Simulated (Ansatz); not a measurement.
**A family of molecules: the HOMO–LUMO gap**

Gas-phase molecules, one atom swapped for its congeners: NH3 (ammonia) `N`; PH3 (phosphine) `P`; AsH3 (arsine) `[AsH3]`; SbH3 (stibine) `[SbH3]`. All are singlets with charge 0.

Shapes, held fixed at every level: PBE0-D4/def2-TZVP. Programs: Ansatz 0.2.0. Values in eV.

```csv
level,NH3,PH3,AsH3,SbH3
SPW92/def2-TZVPP,6.27,6.49,6.48,5.63
PBE-D4/def2-TZVPP,6.19,6.54,6.50,5.62
B3LYP-D4/def2-TZVPP,7.94,8.18,8.04,7.00
PBE0-D4/def2-TZVPP,8.62,8.65,8.49,7.40
r2SCAN0-D4/def2-TZVPP,9.53,9.02,8.86,7.74
wB97X-V/def2-TZVPP,13.06,13.16,12.90,11.52
```

At wB97X-V/def2-TZVPP the HOMO–LUMO gap isn't monotonic: it is largest for P and smallest for Sb (13.16 and 11.52 eV). 2 of 6 levels show this order throughout; 5 agree on the largest and the smallest. For atoms past krypton def2 sets carry core potentials with scalar relativity. Relativity is left out for As. Orbital gaps aren't excitation energies, and the LUMO depends on the basis.

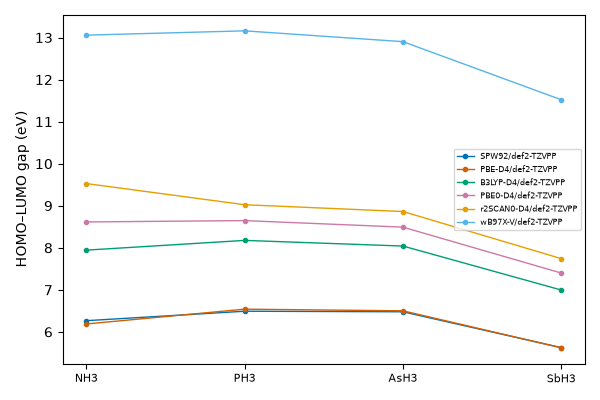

The trend along the series, level by level.
